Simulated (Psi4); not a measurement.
## Run report: InClF2, single-point calculation

- system: InClF2, SMILES [F][In]([F])[Cl]
- method: CAM-B3LYP/def2-SVP, RKS, core potentials def2 (Psi4 1.11)

The geometry comes from this level: PBE0-D4/def2-TZVP.

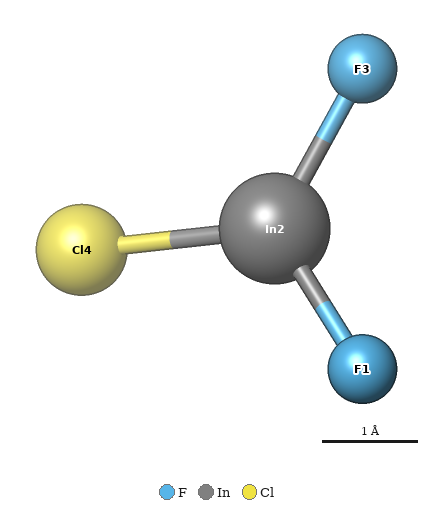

**Figure 1.** The structure (ball-and-stick view, seen at an oblique angle; atoms are numbered from 1 in the order of the input). Sticks mark near contacts.

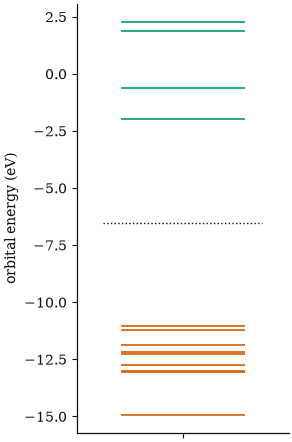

**Figure 2.** Orbital energies near the frontier; the dotted line parts filled from empty levels, and levels within 0.02 eV of each other stand side by side. Highest filled −11.06 eV, lowest empty −1.98 eV, 9.08 eV apart.

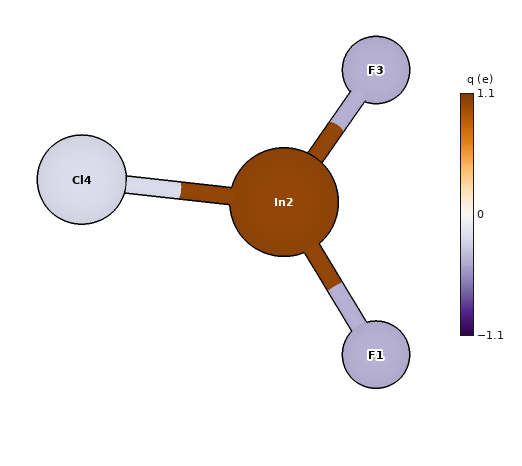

**Figure 3.** Mulliken charges, as the colour of each atom (ball-and-stick view, seen at a tilt; atoms are numbered from 1 in the order of the input). By element: F −0.41, In +1.01 and Cl −0.19 e.

The input and output of the run follow.

**The input (clf2in.py)**
```python
import psi4

psi4.set_memory('2200 MB')
psi4.set_num_threads(1)
psi4.set_output_file('output.dat', False)

with open('clf2in.xyz') as f:
    atoms = ''.join(f.readlines()[2:])
m = psi4.geometry('0 1\n' + atoms + 'symmetry c1\nno_reorient\nno_com')

psi4.set_options({
    'puream': True,
    'e_convergence': 1e-09,
    'd_convergence': 1e-08,
    'scf_type': 'pk',
    'dft_radial_points': 99,
    'dft_spherical_points': 590,
})

e_tot, wfn = psi4.energy('cam-b3lyp/def2-SVP', return_wfn=True)
psi4.oeprop(wfn, 'MAYER_INDICES', 'MULLIKEN_CHARGES', 'QUADRUPOLE', title='CAM-B3LYP')
print(f'total energy {e_tot:.8f} hartree = {e_tot * 27.211386:.5f} eV')
```

**File clf2in.xyz**
```
4
ClF2In
F      0.588200     0.614600     1.749600
In     0.046700    -0.040500     0.025100
F      0.831500    -1.720700    -0.482100
Cl    -1.410900     1.086300    -1.312800
```

Run as:
```bash
python clf2in.py
```

**What the program printed**
```
Psi4 1.11 release

   => Loading Basis Set <=

    Name: DEF2-SVP
    Role: ORBITAL
    Keyword: BASIS

    !!!  WARNING: ECP capability is in beta. Please check occupations closely.  !!!

         ---------------------------------------------------------
                                   SCF
                              RKS Reference
                        1 Threads,   2098 MiB Core
         ---------------------------------------------------------

  ==> Geometry <==

    Molecular point group: c1
    Full point group: C1

    Geometry (in Angstrom), charge = 0, multiplicity = 1:

       Center              X                  Y                   Z               Mass
    ------------   -----------------  -----------------  -----------------  -----------------
         F            0.588200000000     0.614600000000     1.749600000000    18.998403162730
         IN           0.046700000000    -0.040500000000     0.025100000000   114.903878776000
         F            0.831500000000    -1.720700000000    -0.482100000000    18.998403162730
         CL          -1.410900000000     1.086300000000    -1.312800000000    34.968852682000

  Running in c1 symmetry.

  Rotational constants: A =      0.16904  B =      0.07746  C =      0.05312 [cm^-1]
  Rotational constants: A =   5067.65396  B =   2322.09171  C =   1592.47137 [MHz]
  Nuclear repulsion =  244.158990462678702

  Charge       = 0
  Multiplicity = 1
  Electrons    = 56
  Nalpha       = 28
  Nbeta        = 28

  ==> Algorithm <==

  SCF Algorithm Type is PK.
  DIIS enabled.
  MOM disabled.
  Fractional occupation disabled.
  Guess Type is SAD.
  Energy threshold   = 1.00e-09
  Density threshold  = 1.00e-08
  Integral threshold = 1.00e-12

  ==> Primary Basis <==

  Basis Set: DEF2-SVP
    Blend: DEF2-SVP
    Number of shells: 30
    Number of basis functions: 72
    Number of Cartesian functions: 77
    Spherical Harmonics?: true
    Max angular momentum: 2

  Core potential: DEF2-SVP
    Number of shells: 4
    Number of ECP primitives: 18
    Number of ECP core electrons: 28
    Max angular momentum: 3

  ==> DFT Potential <==

   => LibXC <=

    Version 7.1.2

   => Composite Functional: CAM-B3LYP <=

    CAM-B3LYP Hyb-GGA Exchange-Correlation Functional

    Deriv               =              1
    GGA                 =           TRUE
    Meta                =          FALSE

    Exchange Hybrid     =           TRUE
    MP2 Hybrid          =          FALSE

   => Exchange Functionals <=

    0.3500         Becke 88 [omega = 0.3300]
    0.4600   Short-range recipe for B88 functional - erf [omega = 0.3300]

   => Exact (HF) Exchange <=

    0.4600            HF,LR [omega = 0.3300]
    0.1900               HF

   => Correlation Functionals <=

    0.1900   Vosko, Wilk & Nusair (VWN5)
    0.8100   Lee, Yang & Parr

   => LibXC Density Thresholds  <==

    XC_HYB_GGA_XC_CAM_B3LYP:  1.00E-14

   => Molecular Quadrature <=

    Radial Scheme          =       TREUTLER
    Pruning Scheme         =           NONE
    Nuclear Scheme         =       TREUTLER

    Blocking Scheme        =         OCTREE
    BS radius alpha        =              1
    Pruning alpha          =              1
    Radial Points          =             99
    Spherical Points       =            590
    Total Points           =         223030
    Total Blocks           =           1724
    Max Points             =            256
    Max Functions          =             69
    Weights Tolerance      =       1.00E-15

  ==> Integral Setup <==

  Using in-core PK algorithm.
   Calculation information:
      Number of atoms:                   4
      Number of AO shells:              30
      Number of primitives:             65
      Number of atomic orbitals:        77
      Number of basis functions:        72

      Integral cutoff                 1.00e-12
      Number of threads:                 1

  Performing in-core PK
  Using 10363518 doubles for integral storage.
  We computed 88773 shell quartets total.
  Whereas there are 108345 unique shell quartets.

  Computing range-separated integrals for PK
  We computed 88773 wK shell quartets total.
  Whereas there are 108345 wK unique shell quartets.

  ==> DiskJK: Disk-Based J/K Matrices <==

    J tasked:                  Yes
    K tasked:                  Yes
    wK tasked:                 Yes
    Omega:               3.300E-01
    Memory [MiB]:             1249
    Schwarz Cutoff:          1E-12

  Cached 100.0% of DFT collocation blocks in 0.316 [GiB].

  Minimum eigenvalue in the overlap matrix is 2.9407095046E-02.
  Reciprocal condition number of the overlap matrix is 8.8942779551E-03.
    Using symmetric orthogonalization.

  ==> Pre-Iterations <==

  SCF Guess: Superposition of Atomic Densities via on-the-fly atomic UHF (no occupation information).

   -------------------------
    Irrep   Nso     Nmo
   -------------------------
     A         72      72
   -------------------------
    Total      72      72
   -------------------------

  ==> Iterations <==

                        Total Energy        Delta E     RMS |[F,P]|

   @RKS iter SAD:  -848.16822673526224   -8.48168e+02   0.00000e+00
   @RKS iter   1:  -849.55113808768544   -1.38291e+00   9.85229e-03 DIIS/ADIIS
   @RKS iter   2:  -849.32560178934659    2.25536e-01   1.56377e-02 DIIS/ADIIS
   @RKS iter   3:  -849.74236607721468   -4.16764e-01   9.98133e-04 DIIS/ADIIS
   @RKS iter   4:  -849.74453116477753   -2.16509e-03   3.14167e-04 DIIS/ADIIS
   @RKS iter   5:  -849.74472836927964   -1.97205e-04   9.42212e-05 DIIS
   @RKS iter   6:  -849.74474994217701   -2.15729e-05   2.63590e-05 DIIS
   @RKS iter   7:  -849.74475122175738   -1.27958e-06   1.60117e-05 DIIS
   @RKS iter   8:  -849.74475170564131   -4.83884e-07   2.16937e-06 DIIS
   @RKS iter   9:  -849.74475172034533   -1.47040e-08   5.41474e-07 DIIS
   @RKS iter  10:  -849.74475172137181   -1.02648e-09   6.80361e-08 DIIS
   @RKS iter  11:  -849.74475172140524   -3.34239e-11   8.49136e-09 DIIS
  Energy and wave function converged.

  ==> Post-Iterations <==

   Electrons on quadrature grid:
      Ntotal   =   55.9999871849 ; deviation = -1.282e-05

    Orbital Energies [Eh]
    ---------------------

    Doubly Occupied:

       1A   -101.595101     2A    -24.726791     3A    -24.726741
       4A     -9.549448     5A     -7.317709     6A     -7.310681
       7A     -7.310079     8A     -4.817037     9A     -3.229111
      10A     -3.219873    11A     -3.217764    12A     -1.190639
      13A     -1.188443    14A     -0.947556    15A     -0.909684
      16A     -0.907742    17A     -0.903407    18A     -0.895828
      19A     -0.870748    20A     -0.548427    21A     -0.480520
      22A     -0.477886    23A     -0.467661    24A     -0.451464
      25A     -0.447214    26A     -0.436604    27A     -0.411436
      28A     -0.406468

    Virtual:

      29A     -0.072781    30A     -0.022502    31A      0.068775
      32A      0.083349    33A      0.163843    34A      0.179674
      35A      0.250949    36A      0.267260    37A      0.370777
      38A      0.394497    39A      0.414760    40A      0.531155
      41A      0.553660    42A      0.664435    43A      0.835390
      44A      0.837934    45A      0.855557    46A      0.874824
      47A      0.899911    48A      1.006074    49A      1.024994
      50A      1.290991    51A      1.300519    52A      1.311431
      53A      1.313890    54A      1.318962    55A      1.327425
      56A      1.432963    57A      1.733818    58A      1.823887
      59A      3.164625    60A      3.171569    61A      3.172631
      62A      3.178730    63A      3.184136    64A      3.193858
      65A      3.196776    66A      3.225268    67A      3.260043
      68A      3.272215    69A     15.875685    70A     16.635693
      71A     16.844463    72A     60.831396

    Final Occupation by Irrep:
              A
    DOCC [    28 ]
    NA   [    28 ]
    NB   [    28 ]

  @RKS Final Energy:  -849.74475172140524

   => Energetics <=

    Nuclear Repulsion Energy =            244.1589904626787018
    One-Electron Energy =               -1736.1194272564061976
    Two-Electron Energy =                 691.6039238867537051
    DFT Exchange-Correlation Energy =     -49.3882388144314248
    Empirical Dispersion Energy =           0.0000000000000000
    VV10 Nonlocal Energy =                  0.0000000000000000
    Total Energy =                       -849.7447517214052368

Computation Completed

Properties will be evaluated at   0.000000,   0.000000,   0.000000 [a0]

Properties computed using the SCF density matrix

 Multipole Moments:

 ------------------------------------------------------------------------------------
     Multipole            Electronic (a.u.)      Nuclear  (a.u.)        Total (a.u.)
 ------------------------------------------------------------------------------------

 L = 1.  Multiply by 2.5417464519 to convert [e a0] to [Debye]
 Dipole X            :         19.0288157          -19.3267960           -0.2979803
 Dipole Y            :        -14.2483428           14.4785147            0.2301719
 Dipole Z            :         19.3475778          -19.6210264           -0.2734486
 Magnitude           :                                                    0.4653445

 ------------------------------------------------------------------------------------

	total time  =         16 seconds =       0.27 minutes

Properties will be evaluated at   0.000000,   0.000000,   0.000000 [a0]

Properties computed using the CAM-B3LYP density matrix

 Multipole Moments:

 ------------------------------------------------------------------------------------
     Multipole            Electronic (a.u.)      Nuclear  (a.u.)        Total (a.u.)
 ------------------------------------------------------------------------------------

 L = 1.  Multiply by 2.5417464519 to convert [e a0] to [Debye]
 Dipole X            :         19.0288157          -19.3267960           -0.2979803
 Dipole Y            :        -14.2483428           14.4785147            0.2301719
 Dipole Z            :         19.3475778          -19.6210264           -0.2734486
 Magnitude           :                                                    0.4653445

 L = 2.  Multiply by 1.3450342976 to convert [e a0^2] to [Debye ang]
 Quadrupole XX       :       -186.9771036          154.3521418          -32.6249618
 Quadrupole XY       :        130.4540944         -127.5521460            2.9019484
 Quadrupole XZ       :       -135.1045995          132.7248900           -2.3797095
 Quadrupole YY       :       -215.1016993          179.0607999          -36.0408995
 Quadrupole YZ       :         23.1272279          -25.4305303           -2.3033023
 Quadrupole ZZ       :       -246.8992688          210.5266298          -36.3726391
 Traceless XX        :         29.3489203          -26.9610487            2.3878717
 Traceless YY        :          1.2243246           -2.2523906           -1.0280660
 Traceless ZZ        :        -30.5732449           29.2134393           -1.3598056

 ------------------------------------------------------------------------------------
  Mulliken Charges: (a.u.)
   Center  Symbol    Alpha    Beta     Spin     Total
       1     F     4.70545  4.70545  0.00000 -0.41089
       2    IN     9.99422  9.99422  0.00000  1.01156
       3     F     4.70545  4.70545  0.00000 -0.41089
       4    CL     8.59489  8.59489  0.00000 -0.18977

   Total alpha = 28.00000, Total beta = 28.00000, Total charge =  0.00000

  Mayer Bond Indices:

  Irrep: 1 Size: 4 x 4

                 1                   2                   3                   4

    1     0.00000000000000     0.95137198242829     0.02395046950497     0.03273336557123
    2     0.95137198242829     0.00000000000000     0.95137568191496     1.17504021137549
    3     0.02395046950497     0.95137568191496     0.00000000000000     0.03273325347525
    4     0.03273336557123     1.17504021137549     0.03273325347525     0.00000000000000

  Atomic Valences:

 #  #
 Irrep: 1
      1:    1.008055817504491
      2:    3.077787875718744
      3:    1.008059404895187
      4:    1.240506830421966
```

**Standard output**
```
total energy -849.74475172 hartree = -23122.73244 eV
```

**Results in brief**

```csv
quantity,value
outcome,converged
total energy,−849.744752 hartree
basis functions,72
HOMO,−11.06 eV
LUMO,−1.98 eV
dipole moment,1.18 D
hardware,"1 thread of Intel Xeon @ 2.50GHz (Skylake/Cascade Lake), 189 GiB of memory available, shared host"
wall time,18 s
peak memory,0.62 GiB
```
